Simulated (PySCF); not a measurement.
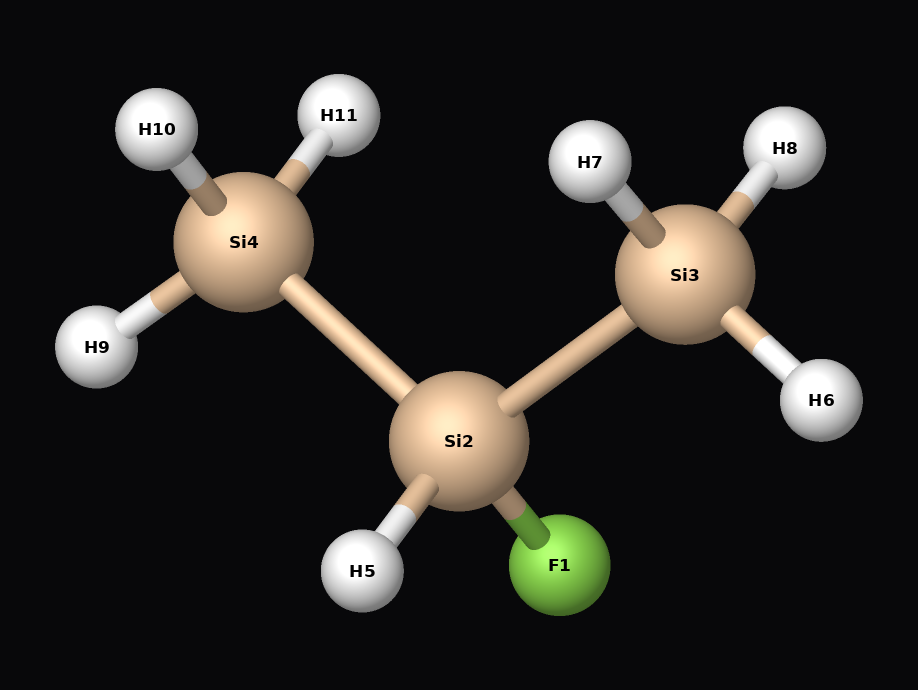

Every bond is drawn as one stick. Computed geometry: PBE0-D3(BJ)/def2-SVP optimisation. No frequency run is at hand to confirm it as a minimum. Method: PBE0/pcSseg-1 (PySCF 2.14.0).

List the Mayer bond orders of F1–Si2, Si2–Si3, Si2–H5, Si3–H6, Si3–H7, Si3–H8 (one bond of each equivalent set).

```csv
bond,Mayer order,length (Å)
F1–Si2,0.88,1.639
Si2–Si3,0.88,2.346
Si2–H5,0.88,1.496
Si3–H6,0.94,1.494
Si3–H7,0.92,1.497
Si3–H8,0.93,1.495
```
